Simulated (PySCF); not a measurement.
# One shape, several levels: CH5Al (AlH2Me)

Wanted: a comparison of 6 runs (B2PLYP/STO-3G, B3LYP/STO-3G, SVWN5/STO-3G, UPBE0/STO-3G, CCSDTQ/STO-3G, UCCSD(T)/STO-3G) of CH5Al (AlH2Me). The job is set up through a Python script.

The results are computed with PySCF 2.14.0.

## Step 1: The molecule

CH5Al: 7 atoms, total charge 0, spin state singlet. As SMILES, `[H][Al]([H])[CH3]`. The C4–H7 distance was set to 1.977 Å, away from the relaxed value. At this shape a bond of the SMILES string is far longer than usual.

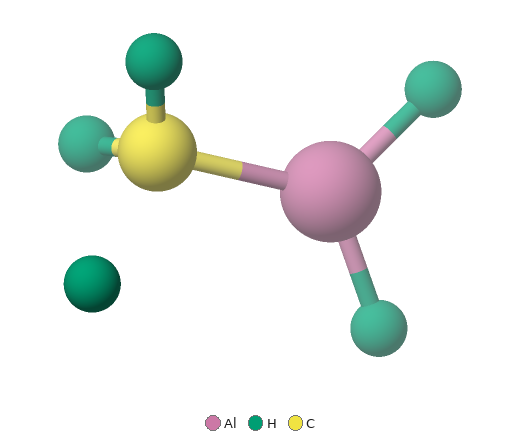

Viewed from a chosen angle; aluminium pink, hydrogen teal, carbon yellow.

## Step 2: A single-point energy at B2PLYP/STO-3G (run 1)

input.py

```python
from pyscf import gto, dft, mp

mol = gto.Mole()
mol.atom = [
    ('Al', (0.126867, 1.541291, -0.481224)),
    ('H', (1.674237, 1.646041, -0.438914)),
    ('H', (-0.562453, 2.930921, -0.511204)),
    ('C', (-0.862173, -0.179229, -0.481134)),
    ('H', (-0.983983, -0.608529, -1.483484)),
    ('H', (-1.874613, -0.074979, -0.069554)),
    ('H', (0.049890, -1.563640, 0.595200)),
]
mol.max_memory = 1860
mol.basis = 'sto-3g'
mol.spin = 0
mol.verbose = 3
mol.build()

mf = dft.RKS(mol, xc='0.53*HF + 0.47*B88, 0.73*LYP')
mf.conv_tol = 1e-10
mf.grids.level = 5
mf.kernel()
if not mf.converged:
    mf = mf.newton().run(mf.mo_coeff, mf.mo_occ)

pt = mp.MP2(mf, frozen=6).run()
energy = mf.e_tot + 0.27 * pt.e_corr
print('PT2 part  %.8f' % (0.27 * pt.e_corr))
print(f'total energy: {energy:.8f} hartree')
```

The run is started by

```
$ OMP_NUM_THREADS=1 python input.py
```

The log of the run:

```text
converged SCF energy = -279.693470912505
E(RMP2) = -279.865742043168  E_corr = -0.172271130662708
E(SCS-RMP2) = -279.888469084643  E_corr = -0.194998172137406
PT2 part  -0.04651321
total energy: -279.73998412 hartree
```

It took 3.6 s on 1 thread of Arm Neoverse V1, shared host; peak memory 0.2 GiB.

## Step 3: The energy at B3LYP/STO-3G (run 2)

run.py

```python
from pyscf import gto, dft

mol = gto.M(
    atom='''
Al     0.239744     2.912618    -0.909382
H      3.163849     3.110567    -0.829427
H     -1.062882     5.538638    -0.966036
C     -1.629271    -0.338694    -0.909211
H     -1.859458    -1.149953    -2.803378
H     -3.542505    -0.141690    -0.131438
H      0.094278    -2.954851     1.124765
''',
    verbose=3,
    unit='bohr',
    basis='sto-3g',
    max_memory=1860,
)

calc0 = dft.RKS(mol, xc='b3lyp')
calc0.grids.level = 5
calc0.conv_tol = 1e-10
calc0.kernel()
if not calc0.converged:
    calc0 = calc0.newton().run(calc0.mo_coeff, calc0.mo_occ)

e_tot = calc0.e_tot
print('E = %.10f Eh' % e_tot)
```

The run is started by

```
$ OMP_NUM_THREADS=1 python run.py
```

The log of the run:

```text
converged SCF energy = -279.974828422972
E = -279.9748284230 Eh
```

Wall time 3.6 s (1 thread of Arm Neoverse V1, shared host); peak memory 0.2 GiB.

Run 3 isn't shown in full; the table further down has it.

## Step 4: The energy at UPBE0/STO-3G (run 4)

input.py

```python
from pyscf import gto, dft

mol = gto.M(
    atom='''
Al     0.239744     2.912618    -0.909382
H      3.163849     3.110567    -0.829427
H     -1.062882     5.538638    -0.966036
C     -1.629271    -0.338694    -0.909211
H     -1.859458    -1.149953    -2.803378
H     -3.542505    -0.141690    -0.131438
H      0.094278    -2.954851     1.124765
''',
    max_memory=1860,
    basis='sto-3g',
    unit='bohr',
    verbose=3,
    charge=0,
    spin=0,
)

myscf = dft.UKS(mol, xc='pbe0')
myscf.conv_tol = 1e-10
myscf.grids.level = 5
myscf.kernel()
if not myscf.converged:
    myscf = myscf.newton().run(myscf.mo_coeff, myscf.mo_occ)
for _ in range(3):
    mo, _, stable, _ = myscf.stability(return_status=True)
    if stable:
        break
    myscf.kernel(myscf.make_rdm1(mo, myscf.mo_occ))

etot = myscf.e_tot
print('E(%s) = %.9f' % ('PBE0', etot))
```

The run is started by

```
$ OMP_NUM_THREADS=1 python input.py
```

The log of the run:

```text
converged SCF energy = -279.78708244532  <S^2> = 3.1725733e-12  2S+1 = 1
<class 'pyscf.dft.uks.UKS'> wavefunction has an internal instability
converged SCF energy = -279.789116454596  <S^2> = 0.26902329  2S+1 = 1.4408654
<class 'pyscf.dft.uks.UKS'> wavefunction is stable in the internal stability analysis
E(PBE0) = -279.789116455
```

Run time: 29 s. Hardware: 1 thread of Arm Neoverse V1, shared host; peak memory 0.41 GiB.

Run 5 isn't shown in full; the table further down has it.

## Step 5: A single-point energy at UCCSD(T)/STO-3G (run 6)

job.py

```python
from pyscf import gto, cc

mol = gto.M(
    atom='''
Al     0.239744     2.912618    -0.909382
H      3.163849     3.110567    -0.829427
H     -1.062882     5.538638    -0.966036
C     -1.629271    -0.338694    -0.909211
H     -1.859458    -1.149953    -2.803378
H     -3.542505    -0.141690    -0.131438
H      0.094278    -2.954851     1.124765
''',
    basis='sto-3g',
    unit='bohr',
    verbose=3,
    spin=0,
    max_memory=1860,
    charge=0,
)

calc0 = mol.UHF()
calc0.conv_tol = 1e-10
calc0.kernel()
if not calc0.converged:
    calc0 = calc0.newton().run(calc0.mo_coeff, calc0.mo_occ)
for _ in range(3):
    mo, _, stable, _ = calc0.stability(return_status=True)
    if stable:
        break
    calc0.kernel(calc0.make_rdm1(mo, calc0.mo_occ))

mycc = cc.CCSD(calc0, frozen=6)
mycc.kernel()
e_t = mycc.ccsd_t()
e_tot = mycc.e_tot + e_t
print('E(%s) = %.9f' % ('CCSD(T)', e_tot))
```

The run is started by

```
$ OMP_NUM_THREADS=1 python job.py
```

The log of the run:

```text
converged SCF energy = -279.099469073011  <S^2> = 3.7555736e-11  2S+1 = 1
<class 'pyscf.scf.uhf.UHF'> wavefunction has an internal instability
converged SCF energy = -279.154608625377  <S^2> = 0.76280847  2S+1 = 2.0127677
<class 'pyscf.scf.uhf.UHF'> wavefunction is stable in the internal stability analysis
E(UCCSD) = -279.2860072789045  E_corr = -0.1313986535278063
UCCSD(T) correction = -0.00194673254770621
E(CCSD(T)) = -279.287954011
```

It took 1.3 s on 1 thread of Arm Neoverse V1, shared host; peak memory 0.12 GiB.

## Step 6: The series

| run | level | frozen core orbitals | follow instability | energy (Eh) | dipole moment (D) of the reference | HOMO energy (eV) | LUMO energy (eV) | wall time |
| --- | --- | --- | --- | --- | --- | --- | --- | --- |
| 1 | B2PLYP/STO-3G | 6 | – | -279.739984 | 0.94 | -5.75 | 3.50 | 3.6 s |
| 2 | B3LYP/STO-3G | – | – | -279.974828 | 0.86 | -4.78 | 1.56 | 3.6 s |
| 3 | SVWN5/STO-3G | – | – | -278.455242 | 0.65 | -3.69 | 0.96 | 2.6 s |
| 4 | UPBE0/STO-3G | – | yes | -279.789116 | 0.70 | -4.84 | 2.17 | 29 s |
| 5 | CCSDTQ/STO-3G | 6 | – | -279.289835 | 1.12 | -7.07 | 6.33 | 37 s |
| 6 | UCCSD(T)/STO-3G | 6 | yes | -279.287954 | 0.48 | -8.51 | 8.04 | 1.3 s |

## Step 7: Results

| quantity | value |
| --- | --- |
| run 6: total energy | -279.28795 Eh |
| run 6: dipole moment (Hartree–Fock density) | 0.48 D |
| run 6: HOMO energy (Hartree–Fock orbitals) | -8.51 eV |
| run 6: LUMO energy (Hartree–Fock orbitals) | 8.04 eV |
| run 6: HOMO–LUMO gap (Hartree–Fock orbitals) | 16.55 eV |
| run 6: correlation energy (6 core orbitals frozen) | -133.3 mEh |
| run 6: (T) correction | -1.95 mEh |
| run 6: ⟨S²⟩ of the reference determinant | 0.763 |
| run 6: T1 diagnostic | 0.084 |

What this shows: Over runs 1, 2, 3, 4 the dipole moment (its size) runs from 0.65 D (SVWN5/STO-3G) to 0.94 D (B2PLYP/STO-3G). A double hybrid's value is that of its SCF part. Over runs 1, 2, 3, 4 the HOMO–LUMO gap runs from 4.65 eV (SVWN5/STO-3G) to 9.25 eV (B2PLYP/STO-3G). Totals of different functionals can't be ranked against each other. In runs 1, 2, 3, 4, 5, 6 the basis is minimal, so the values are rough. Spin contamination of the reference: run 6 ⟨S²⟩ = 0.76, run 4 ⟨S²⟩ = 0.27. Where it is this large, the reference is a mixture of spin states, and values that rest on it are in doubt. All runs together took 77 s, the longest 37 s.
